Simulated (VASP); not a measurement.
# A VASP study of GaAs (LDA): structure first, properties next, part 2 of 2

How well does LDA reproduce what experiment finds for GaAs? The cell is relaxed first, and properties follow on it. The start is a cell from a database of measured crystal structures.

VASP 6.6.1, plane waves and PAW; the level of theory is named at each step.

So far, gap on the k-mesh (eV): step 2 (full relaxation (LDA)) 0.524; step 3 (second relaxation) 0.524; step 6 (total and projected DOS (LDA)) 0.525; step 7 (vibrations at Γ (LDA)) 0.524; step 8 (independent-particle dielectric function (LDA)) 0.525. The relaxed cell has a = 5.606 Å (conventional setting).

## (9) Bands along the symmetry lines (LDA + SOC)

This step: LDA, spin-orbit coupling; plane waves and PAW (Ga_d, As) (VASP 6.6.1).

Levels along the symmetry lines show where the bands peak and cross; KPOINTS_OPT computes them in the converged potential. Spin-orbit coupling needs spinors and the noncollinear program, where each band holds one electron.

INCAR reads:

```
SYSTEM = GaAs
PREC = Accurate
ENCUT = 400
EDIFF = 1E-06
NELM = 100
ISMEAR = 0
SIGMA = 0.05
LREAL = .FALSE.
ALGO = Normal
GGA = CA
LNONCOLLINEAR = .TRUE.
MAGMOM = 0 0 0 0 0 0
NBANDS = 30
GGA_COMPAT = .FALSE.
LASPH = .TRUE.
LSORBIT = .TRUE.
LORBIT = 11
LWAVE = .FALSE.
LCHARG = .FALSE.
KPAR = 2
```

POSCAR reads:

```
GaAs
1.0
    0.0000000000      2.8028244386      2.8028244386
    2.8028244386      0.0000000000      2.8028244386
    2.8028244386      2.8028244386      0.0000000000
Ga As
1 1
Direct
    0.0000000000      0.0000000000      0.0000000000
    0.2500000000      0.2500000000      0.2500000000
```

KPOINTS reads:

```
Automatic mesh
0
Gamma
6 6 6
0 0 0
```

KPOINTS_OPT reads:

```
Line mode
16
Line-mode
Reciprocal
  0.00000000   0.00000000   0.00000000 GAMMA
  0.50000000   0.00000000   0.50000000 X

  0.50000000   0.00000000   0.50000000 X
  0.50000000   0.25000000   0.75000000 W

  0.50000000   0.25000000   0.75000000 W
  0.37500000   0.37500000   0.75000000 K

  0.37500000   0.37500000   0.75000000 K
  0.00000000   0.00000000   0.00000000 GAMMA

  0.00000000   0.00000000   0.00000000 GAMMA
  0.50000000   0.50000000   0.50000000 L

  0.50000000   0.50000000   0.50000000 L
  0.62500000   0.25000000   0.62500000 U

  0.62500000   0.25000000   0.62500000 U
  0.50000000   0.25000000   0.75000000 W

  0.50000000   0.25000000   0.75000000 W
  0.50000000   0.50000000   0.50000000 L

  0.50000000   0.50000000   0.50000000 L
  0.37500000   0.37500000   0.75000000 K

  0.62500000   0.25000000   0.62500000 U
  0.50000000   0.00000000   0.50000000 X
```

Potentials, in the order of the species: Ga_d and As (LDA family, release 64).

The run is started by

```
> mpirun -np 2 vasp_ncl
```

Wall time 96 s (2 MPI ranks of Intel Xeon Platinum 8488C (Sapphire Rapids), shared host); peak memory 0.47 GiB.

Numbers from this step:

```
SCF cycles                        : 13
bands                             : 30
irreducible k-points              : 22
free energy (TOTEN)               : -9.633 eV
Fermi energy                      : 4.379 eV
pressure                          : 0.008295 GPa
least gap on mesh and path        : 0.4083 eV
least direct gap on mesh and path : 0.4084 eV
```

On-site spin-orbit energy by atom:

| atom | on-site spin-orbit energy (eV) |
| --- | --- |
| Ga1 | -0.0126 |
| As2 | -0.0251 |

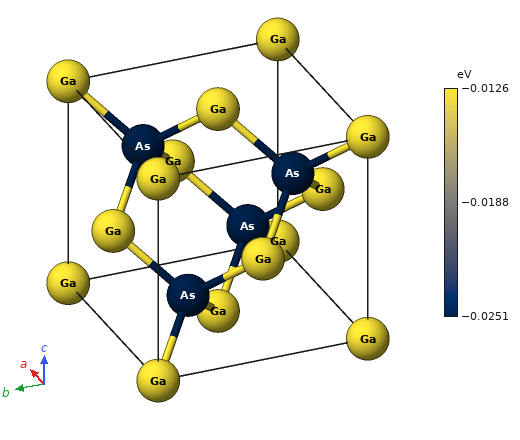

Atoms coloured by on-site spin-orbit energy. Bonds to atoms that aren't drawn are left out. Some periodic images of atoms are drawn too.

The electronic bands at the labelled points (eV, zero at the valence-band top; v1 is the highest filled band, c1 the lowest empty one):

| point | v4 | v3 | v2 | v1 | c1 | c2 | c3 | c4 |
| --- | --- | --- | --- | --- | --- | --- | --- | --- |
| Γ | 0.00 | 0.00 | 0.00 | 0.00 | 0.41 | 0.41 | 3.43 | 3.43 |
| X | -2.94 | -2.94 | -2.86 | -2.86 | 1.17 | 1.17 | 1.42 | 1.42 |
| W | -3.87 | -3.75 | -3.63 | -3.59 | 4.40 | 4.53 | 4.59 | 4.62 |
| K | -4.18 | -4.12 | -2.47 | -2.46 | 1.71 | 1.71 | 4.45 | 4.51 |
| Γ | 0.00 | 0.00 | 0.00 | 0.00 | 0.41 | 0.41 | 3.43 | 3.43 |
| L | -1.41 | -1.41 | -1.20 | -1.20 | 0.82 | 0.82 | 4.43 | 4.43 |
| U | -4.18 | -4.12 | -2.47 | -2.46 | 1.71 | 1.71 | 4.45 | 4.51 |
| W | -3.87 | -3.75 | -3.63 | -3.59 | 4.40 | 4.53 | 4.59 | 4.62 |
| L | -1.41 | -1.41 | -1.20 | -1.20 | 0.82 | 0.82 | 4.43 | 4.43 |
| K | -4.18 | -4.12 | -2.47 | -2.46 | 1.71 | 1.71 | 4.45 | 4.51 |
| jump to U | -4.18 | -4.12 | -2.47 | -2.46 | 1.71 | 1.71 | 4.45 | 4.51 |
| X | -2.94 | -2.94 | -2.86 | -2.86 | 1.17 | 1.17 | 1.42 | 1.42 |

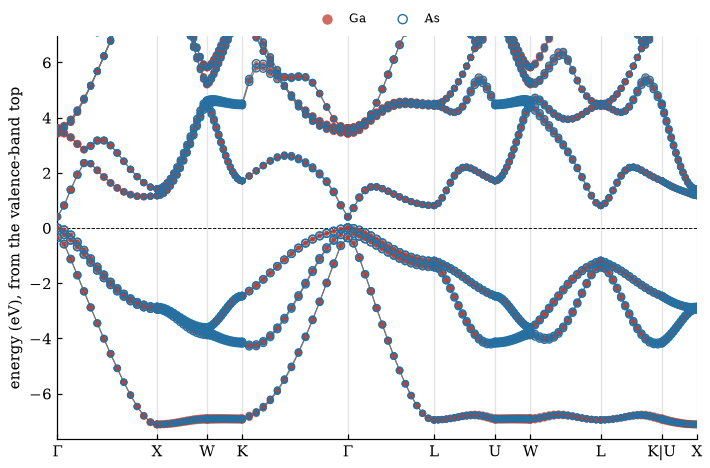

Electronic bands along the path; dots are coloured as in the legend, and their area grows with the weight.

The gap moves by -0.12 eV against LDA, which ran on another mesh.

## (10) A semilocal run for the hybrid's start

This step: LDA; plane waves and PAW (Ga_d, As) (VASP 6.6.1).

A hybrid converges badly from random orbitals, so a cheap semilocal run writes a WAVECAR on the same mesh first.

INCAR reads:

```
SYSTEM = GaAs
PREC = Accurate
ENCUT = 400
EDIFF = 1E-05
NELM = 100
ISMEAR = 0
SIGMA = 0.05
LREAL = .FALSE.
ALGO = Normal
GGA = CA
NBANDS = 15
LORBIT = 11
LWAVE = .TRUE.
LCHARG = .FALSE.
KPAR = 2
```

POSCAR is that of step 9.

KPOINTS reads:

```
Automatic mesh
0
Gamma
4 4 4
0 0 0
```

The run is started by

```
> mpirun -np 2 vasp_std
```

Elapsed: 2 s, on 2 MPI ranks; peak memory 0.24 GiB; 3 s of CPU time.

A gap read on the k-mesh alone can miss the band edges.

Numbers from this step:

```
SCF cycles                     : 10
bands                          : 15
irreducible k-points           : 8
free energy (TOTEN)            : -9.449 eV
Fermi energy                   : 4.400 eV
pressure                       : 0.5738 GPa
gap on the k-mesh              : 0.5061 eV
least direct gap on the k-mesh : 0.5061 eV
```

## (11) Band structure (HSE06)

This step: HSE06; plane waves and PAW (Ga_d, As) (VASP 6.6.1).

HSE06 mixes in a quarter of exact exchange at short range, at far higher cost; in semiconductors this cures much of the gap error, while metals seldom gain.

INCAR reads:

```
SYSTEM = GaAs
PREC = Accurate
ENCUT = 400
EDIFF = 1E-06
NELM = 100
ISMEAR = 0
SIGMA = 0.05
LREAL = .FALSE.
ALGO = Normal
LHFCALC = .TRUE.
AEXX = 0.25
GGA = PE
HFSCREEN = 0.2
LASPH = .TRUE.
NBANDS = 15
PRECFOCK = Fast
LORBIT = 11
LWAVE = .FALSE.
LCHARG = .FALSE.
KPAR = 2
```

POSCAR is that of step 10.

KPOINTS is that of step 10.

Edit KPOINTS_OPT of step 9 so:

```diff
@@ -1,3 +1,3 @@
 Line mode
-16
+6
 Line-mode
```

The run starts from files that an earlier step left in the folder.

The run is started by

```
> mpirun -np 2 vasp_std
```

The job ended after 4.1 min (2 MPI ranks; peak memory 0.47 GiB).

The k-mesh is coarse for exact exchange; levels may shift by about 0.1 eV on a finer one. The PAW data sets were made with LDA, a small mismatch for this functional.

This step gave:

```
free energy (TOTEN)               : -9.734 eV
Fermi energy                      : 4.201 eV
least gap on mesh and path        : 1.693 eV
least direct gap on mesh and path : 1.693 eV
```

The electronic bands at the labelled points (eV, zero at the valence-band top; v1 is the highest filled band, c1 the lowest empty one):

| point | v3 | v2 | v1 | c1 | c2 | c3 | c4 |
| --- | --- | --- | --- | --- | --- | --- | --- |
| Γ | 0.00 | 0.00 | 0.00 | 1.69 | 4.59 | 4.59 | 4.59 |
| X | -7.49 | -2.99 | -2.99 | 2.07 | 2.37 | 11.76 | 11.76 |
| W | -7.26 | -3.93 | -3.70 | 5.51 | 5.79 | 6.52 | 6.91 |
| K | -7.26 | -4.29 | -2.51 | 2.67 | 5.60 | 9.27 | 9.33 |
| Γ | 0.00 | 0.00 | 0.00 | 1.69 | 4.59 | 4.59 | 4.59 |
| L | -7.33 | -1.26 | -1.26 | 1.90 | 5.50 | 5.50 | 8.73 |
| U | -7.26 | -4.29 | -2.51 | 2.67 | 5.60 | 9.27 | 9.33 |
| W | -7.26 | -3.93 | -3.70 | 5.51 | 5.79 | 6.52 | 6.91 |
| L | -7.33 | -1.26 | -1.26 | 1.90 | 5.50 | 5.50 | 8.73 |
| K | -7.26 | -4.29 | -2.51 | 2.67 | 5.60 | 9.27 | 9.33 |
| jump to U | -7.26 | -4.29 | -2.51 | 2.67 | 5.60 | 9.27 | 9.33 |
| X | -7.49 | -2.99 | -2.99 | 2.07 | 2.37 | 11.76 | 11.76 |

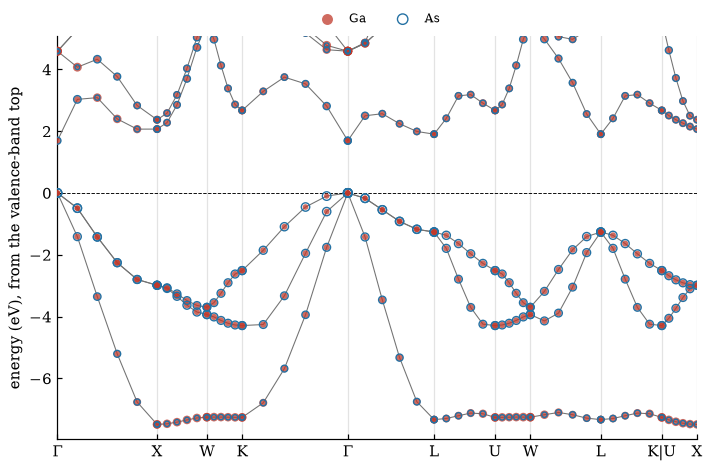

Electronic bands along the path; dots are coloured as in the legend, and their area grows with the weight.

The gap moves by +1.17 eV against LDA, which ran on another mesh.

## (12) Bands along the symmetry lines (TB-mBJ)

This step: TB-mBJ; plane waves and PAW (Ga_d, As) (VASP 6.6.1).

Levels along the symmetry lines show where the bands peak and cross; KPOINTS_OPT computes them in the converged potential. TB-mBJ is a local potential fitted to gaps: it costs far less than a hybrid but gives no energy.

INCAR reads:

```
SYSTEM = GaAs
PREC = Accurate
ENCUT = 400
EDIFF = 1E-06
NELM = 150
ISMEAR = 0
SIGMA = 0.05
LREAL = .FALSE.
ALGO = Normal
METAGGA = MBJ
LASPH = .TRUE.
NBANDS = 21
LORBIT = 11
LWAVE = .FALSE.
LCHARG = .FALSE.
KPAR = 2
```

POSCAR is that of step 11.

KPOINTS reads:

```
Automatic mesh
0
Gamma
7 7 7
0 0 0
```

Edit KPOINTS_OPT of step 11 so:

```diff
@@ -1,3 +1,3 @@
 Line mode
-6
+16
 Line-mode
```

The run is started by

```
> mpirun -np 2 vasp_std
```

The job ended after 37 s (2 MPI ranks; peak memory 0.33 GiB; 73 s of CPU time).

This functional is a potential without an energy, so its energies, forces and stress mean nothing and are not read.

Numbers from this step:

| Property | Result |
| --- | --- |
| SCF cycles | 31 |
| bands | 21 |
| irreducible k-points | 20 |
| Fermi energy | 4.647 eV |
| least gap on mesh and path | 1.798 eV |
| least direct gap on mesh and path | 1.798 eV |

The electronic bands at the labelled points (eV, zero at the valence-band top; v1 is the highest filled band, c1 the lowest empty one):

| point | v3 | v2 | v1 | c1 | c2 | c3 | c4 |
| --- | --- | --- | --- | --- | --- | --- | --- |
| Γ | 0.00 | 0.00 | 0.00 | 1.80 | 4.22 | 4.22 | 4.22 |
| X | -6.52 | -2.61 | -2.61 | 2.08 | 2.26 | 11.14 | 11.14 |
| W | -6.32 | -3.43 | -3.22 | 5.18 | 5.28 | 6.17 | 6.54 |
| K | -6.33 | -3.73 | -2.20 | 2.58 | 5.22 | 8.66 | 8.76 |
| Γ | 0.00 | 0.00 | 0.00 | 1.80 | 4.22 | 4.22 | 4.22 |
| L | -6.39 | -1.11 | -1.11 | 1.88 | 5.08 | 5.08 | 8.66 |
| U | -6.33 | -3.73 | -2.20 | 2.58 | 5.22 | 8.66 | 8.76 |
| W | -6.32 | -3.43 | -3.22 | 5.18 | 5.28 | 6.17 | 6.54 |
| L | -6.39 | -1.11 | -1.11 | 1.88 | 5.08 | 5.08 | 8.66 |
| K | -6.33 | -3.73 | -2.20 | 2.58 | 5.22 | 8.66 | 8.76 |
| jump to U | -6.33 | -3.73 | -2.20 | 2.58 | 5.22 | 8.66 | 8.76 |
| X | -6.52 | -2.61 | -2.61 | 2.08 | 2.26 | 11.14 | 11.14 |

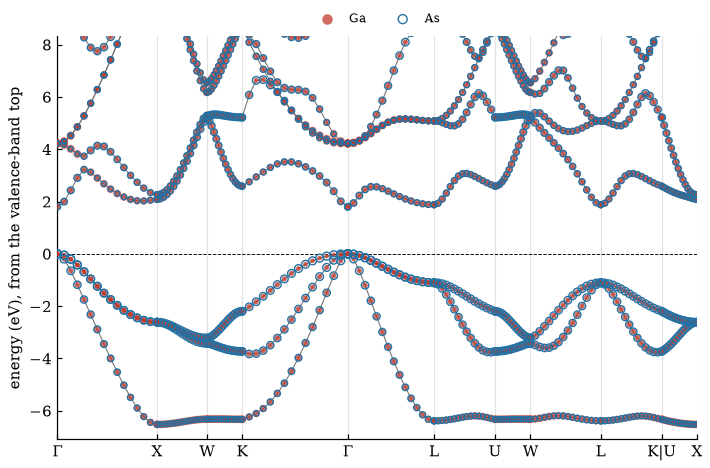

Electronic bands along the path; dots are coloured as in the legend, and their area grows with the weight.

The gap moves by +1.27 eV against LDA.

## (13) What came out

| Quantity | Value |
| --- | --- |
| relaxed volume | 22.02 Å³/atom |
| relaxed conventional cell a, b, c | 5.606, 5.606, 5.606 Å |
| space group after relaxing, within 0.02 Å | F-43m (No. 216) |
| band gap | 0.523 eV, direct |
| gap on the dense mesh | 0.525 eV |
| highest zone-centre mode | 270 cm⁻¹ |
| strongest peak of ε2, mean over directions | 4.17 eV |
| band gap (LDA + SOC) | 0.408 eV, direct |
| band gap (HSE06) | 1.69 eV, direct |
| band gap (TB-mBJ) | 1.80 eV, direct |

With LDA, GaAs relaxes to 22.02 Å³/atom in space group F-43m (held by the symmetry of the run) and has a direct gap of 0.523 eV (1.69 eV with HSE06). Against the listed cell the volume lies -2.5 %. Vibrations at Γ (LDA): The highest mode at Γ, 270.3 cm⁻¹, has its largest share on Ga (52 % of the kinetic energy). Bands along the symmetry lines (LDA + SOC): On this path the gap is direct, 0.41 eV, with the valence top at Γ and the conduction bottom at Γ. Band structure (HSE06): On this path the gap is direct, 1.69 eV, with the valence top at Γ and the conduction bottom at Γ. Bands along the symmetry lines (TB-mBJ): The path shows a direct gap of 1.80 eV (valence top at Γ, conduction bottom at Γ). The other levels ran on the cell relaxed with LDA, and without spin-orbit coupling unless named. The gaps belong to a cell whose volume lies -2.5 % from the listed one, and gaps move with volume, which bears on their distance from experiment. Spin-orbit coupling moves the gap of LDA by -0.12 eV and its direct gap by -0.12 eV; the levels run without it lack a shift of about this size, which bears on their distance from experiment. Semilocal functionals usually underestimate gaps. Modes at Γ alone can't show that the crystal is stable at other wave vectors, and the LO-TO splitting is not included. No search among competing phases was made, and a listed structure need not be the one stable at ambient conditions. All values are for a static lattice at zero temperature.

Calculation against experiment:

```
                  quantity  measured              LDA  LDA, spin-orbit coupling            HSE06           TB-mBJ
    lattice constant a (Å)     5.653   5.606 (-0.8 %)                         -                -                -
band gap (direct gap) (eV)     1.412  0.52 (-0.89 eV)           0.41 (-1.00 eV)  1.69 (+0.28 eV)  1.80 (+0.39 eV)
```

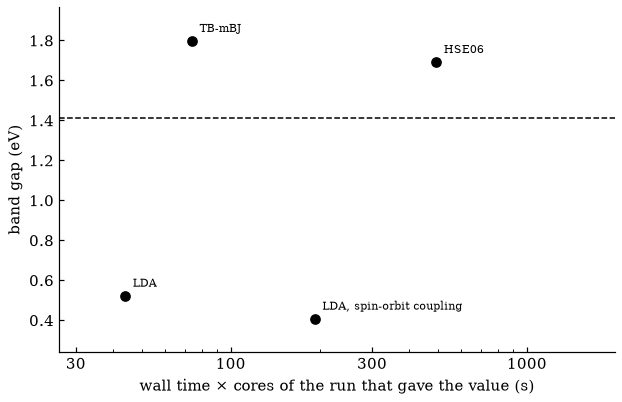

The band gap by level, against the cost of each run; the dashed line is the measured value.

Measured values from pmc:9457441 (2022) and arxiv:0805.2212 (2008).

How well it matches: The lattice constant a is off by -0.8 %: fair agreement. For the band gap, of the levels listed nearest comes HSE06 (+0.28 eV, fair agreement) and farthest LDA, spin-orbit coupling (-1.00 eV, a clear miss). Zero-point and thermal motion shift the measured gap. The grades are ours: good and fair within 0.7 and 1.5 % for the lattice constant a. For lattice constants the calculation has a static lattice, without zero-point motion or thermal expansion.

[Lines on the potential files, build, host, timing and source positions are cut from VASP's logs without a mark.]

[Logs are printed without paths, hosts, clocks, repeated set-up lines and the standing remarks that a program may print on its own settings, such as how far it seeks lower states.]

[Hosts, paths, dates, database ids (printed as entryN), source tags and the programs' standing remarks are cut or masked in the printed files.]

[Measured values are set beside computed ones only where the two were judged alike; some that the calculation misses by far are left out.]
